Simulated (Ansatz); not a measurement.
## Electronic structure of AlF$_{3}$···H$_{2}$O in real space

```xyz
7

Al    0.0861    0.3513   -0.1256
F     0.0143    0.2035    1.5333
F     1.4958    0.7445   -0.8408
F    -1.3126    0.3446   -0.9673
O     0.0824   -2.4561    0.8054
H    -0.7020   -2.9878    0.7783
H     0.0160   -1.9218    1.6143
```

Not at a stationary point (largest force 1.4 eV/Å).

Method: Ansatz, RHF/def2-SVP.

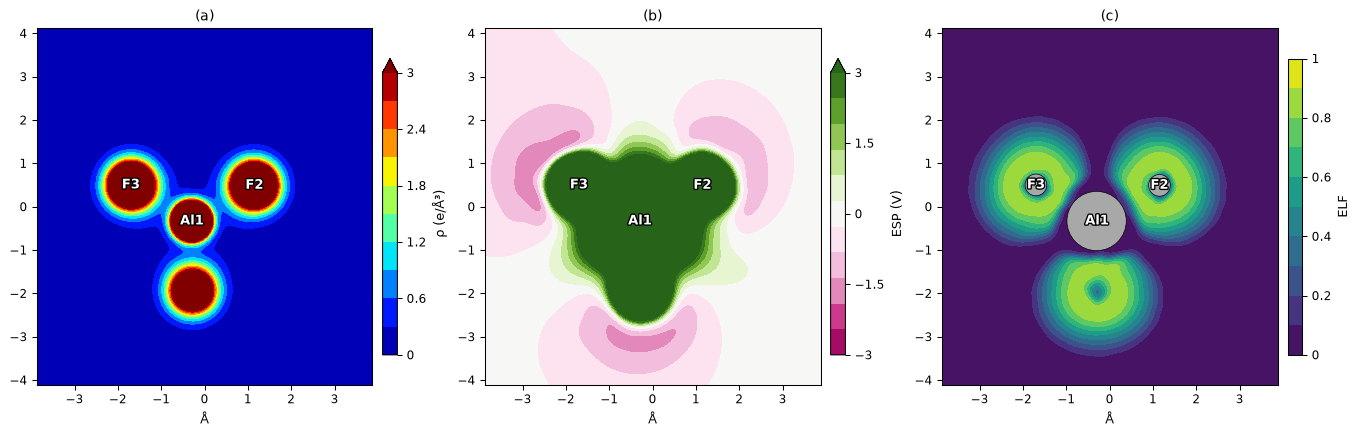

Figure 1. (a) electron density; (b) electrostatic potential; (c) ELF on the plane of atoms F2, Al1 and F3. Grey discs cover the atomic cores in the ELF map.

### Interpret the plot.

Atoms in the plane: Al and F.
Al–F (1.63 Å): ρ at the midpoint is about 0.87 e/Å³; the ELF peaks at about 0.85 in the valence shell of F, 0.6 Å from its nucleus, and is about 0.30 at the midpoint.
The ELF also peaks beside F4, F2 and F3, away from the bonds: lone-pair regions.
Outside the dense part of the complex the potential is most negative (−1.8 V) near F3.

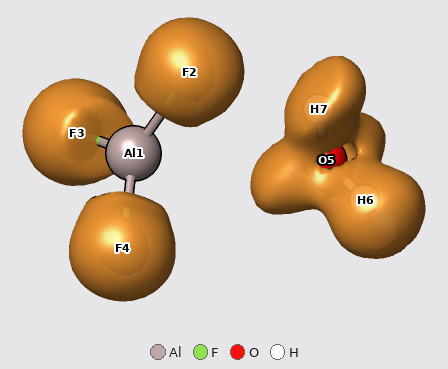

Figure 2. Isosurface of the ELF at 0.75 (orange), seen at a tilt. Only the valence region is drawn (cores and ρ < 0.01 e/Å³ removed).

### Describe the localisation domains.

At this value the surface marks out three regions wrapped around F (the valence shell of each) and one joined region spread over several atoms (H, O), in which their bonds and any lone pairs are merged. Along the contacts the grid gives the following. Al1···O5 (2.96 Å): the ELF is about 0.05 at the midpoint.

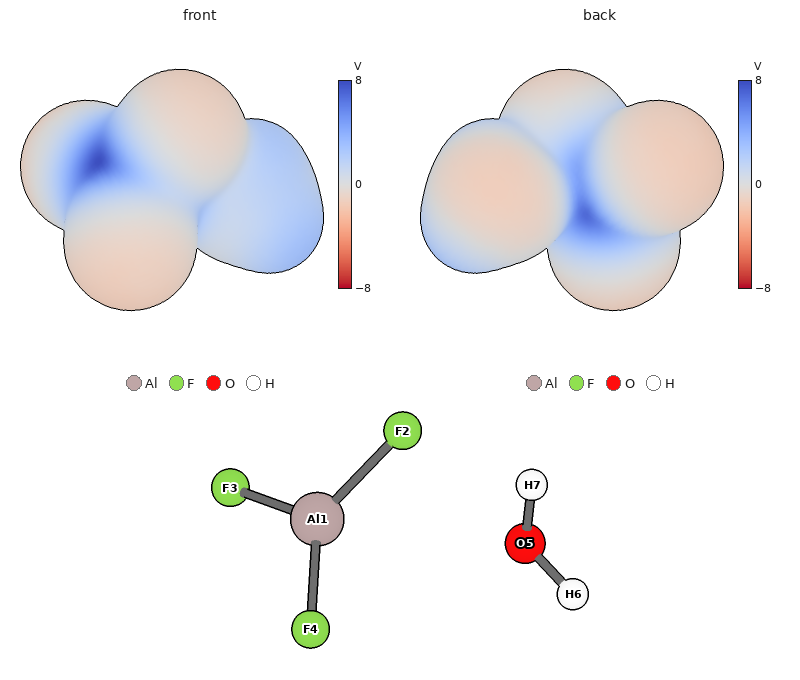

Figure 3. The molecular electrostatic potential painted on the density surface at 0.002 e/bohr³, seen from the front and from behind; the colour scale runs from red (negative) to blue (positive). The bare structure is drawn below in the same view.

### Where is the surface potential most negative and most positive?

The most negative region (about −1.4 V) lies over F3, F4 and O5, the most positive (about +6.9 V) over Al1.
